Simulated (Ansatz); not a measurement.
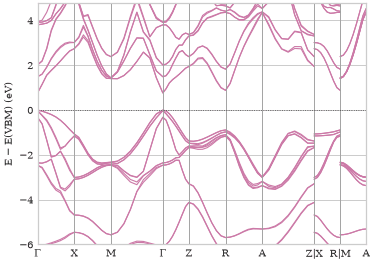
Fig. 1. Band structure from plane-wave PAW PBE with spin–orbit coupling (Ansatz code)

Task: Read off the gap and where the band edges lie.

Result: About 0.8 eV (0.76 eV by a search for the band edges); maximum at Γ, minimum at Γ.

The material is AlGaAs2 in space group P-4m2 (No. 115; Ga on 1a, As on 2g, Al on 1c).

The start of the workflow was typed in or built on a structure type; neither database checked (COD, Materials Project) lists it. Its standing as an ambient phase is unchecked. The PBE relaxation kept the symmetry of its start; its stability against distortions is not shown here.

Potentials: the later of the program's two PAW sets.
